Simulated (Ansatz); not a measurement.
**CCl₂FNSn: one change and its effect**

System: CCl₂FNSn, SMILES N#[C][Sn]([F])([Cl])[Cl].
Method of run A: RKS PBE0-D4/def2-TZVPP (Ansatz 0.2.0).

The geometry comes from this level: PBE0-D4/def2-TZVP. Text and figures count atoms from 1; the logs count them from 0 in places.

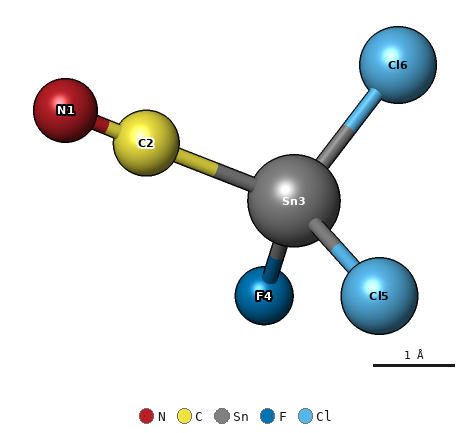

**Figure 1.** The structure (ball-and-stick view, seen at a tilt; atoms are numbered from 1 in the order of the input). Sticks mark near contacts. Bond lengths as drawn: Cl–Sn 2.27 Å, C–N 1.15 Å, C–Sn 2.08 Å and F–Sn 1.89 Å.

Input, run A:
```yaml
crystal:
  periodic: [false, false, false]
  atoms:
    - {symbol: N, position_ang: [1.617275, -1.865101, 1.139146]}
    - {symbol: C, position_ang: [0.917293, -1.094892, 0.647301]}
    - {symbol: Sn, position_ang: [-0.320464, 0.327366, -0.236194]}
    - {symbol: F, position_ang: [-1.783994, -0.612697, -0.974689]}
    - {symbol: Cl, position_ang: [0.746970, 1.400495, -1.933145]}
    - {symbol: Cl, position_ang: [-1.134981, 1.780829, 1.311279]}
basis:
  gaussian: {orbitals: def2-TZVPP}
hamiltonian: {xc: pbe0, dispersion: d4}
output: {orbitals: {seedname: orbitals}}
```

Hardware: 4 CPU threads, shared host.

Output (run A):
```
Functional definition: PBE0
  parameter a = 0.25
  parameter kappa = 0.804
  parameter beta = 0.06672455060314922
  exchange = (1 - a)*pbe_x(kappa = kappa, mu = beta*pi^2/3) + a*exact_x
  correlation = pbe_c(beta = beta)
1602 factors; their error is unknown
mean field evaluation 1: about -36105.7917 eV, gradient 5.9e1 eV
mean field evaluation 2: about -36087.3440 eV, gradient 1.1e2 eV
mean field evaluation 4: about -36112.1302 eV, gradient 9.3e0 eV
mean field evaluation 8: about -36112.2884 eV, gradient 2.5e-1 eV
mean field evaluation 16: about -36112.4427 eV, gradient 1.9e-4 eV
mean field -36112.44271945 eV, -1327.1077920469 hartree, gradient 3.4e-5 eV, S^2 0.000000; 0 other end points of the search recorded, 0 dependent functions left out
reference -36112.44275247 eV, -1327.1077932605 hartree; 39, 39 occupied and 188, 188 virtual orbitals, 1602 factors
Total energy: -36112.62856823 eV, -1327.1146218636 hartree
```

For run B the input was changed thus:
```diff
-  gaussian: {orbitals: def2-TZVPP}
+  gaussian: {orbitals: def2-SVP}
```

Predict how the results change.

The total energy of run B is 357.5 kcal/mol higher, which measures the change of basis and not a stability. The HOMO goes from −10.27 to −10.12 eV. The LUMO goes from −2.98 to −2.84 eV. The basis functions go from 227 to 104.

Output (run B):
```
Functional definition: PBE0
  parameter a = 0.25
  parameter kappa = 0.804
  parameter beta = 0.06672455060314922
  exchange = (1 - a)*pbe_x(kappa = kappa, mu = beta*pi^2/3) + a*exact_x
  correlation = pbe_c(beta = beta)
1072 factors; integrals over basis functions are off by at most 5.3e-4 eV
mean field evaluation 1: about -36091.1859 eV, gradient 5.1e1 eV
mean field evaluation 2: about -36075.6119 eV, gradient 1.0e2 eV
mean field evaluation 4: about -36096.6791 eV, gradient 6.8e0 eV
mean field evaluation 8: about -36096.9397 eV, gradient 8.7e-1 eV
mean field evaluation 16: about -36096.9415 eV, gradient 3.3e-5 eV
mean field -36096.94147485 eV, -1326.5381318152 hartree, gradient 4.1e-5 eV, S^2 0.000000; 0 other end points of the search recorded, 0 dependent functions left out
reference -36096.94150145 eV, -1326.5381327925 hartree; 39, 39 occupied and 65, 65 virtual orbitals, 1072 factors
Total energy: -36097.12731721 eV, -1326.5449613957 hartree
```

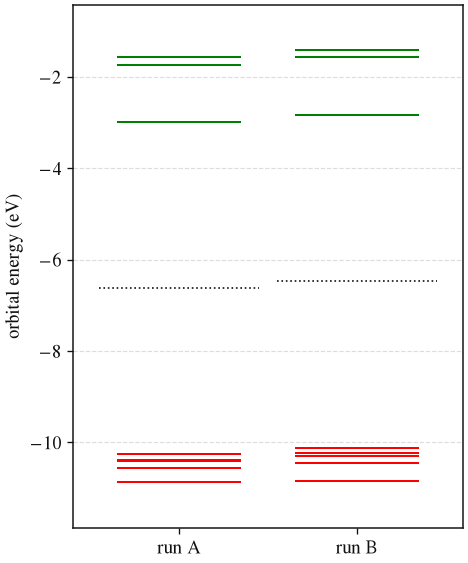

**Figure 2.** The five highest filled and three lowest empty orbital energies of the two runs; the dotted lines part filled from empty levels. The HOMO–LUMO gap is 7.29 eV in run A and 7.28 eV in run B.

The two runs side by side:

| quantity | run A | run B |
| --- | --- | --- |
| outcome | converged | converged |
| total energy (hartree) | −1327.114622 | −1326.544961 |
| HOMO (eV) | −10.27 | −10.12 |
| LUMO (eV) | −2.98 | −2.84 |
| basis functions | 227 | 104 |
| wall time (shared host) | 2.9 s | 1.4 s |
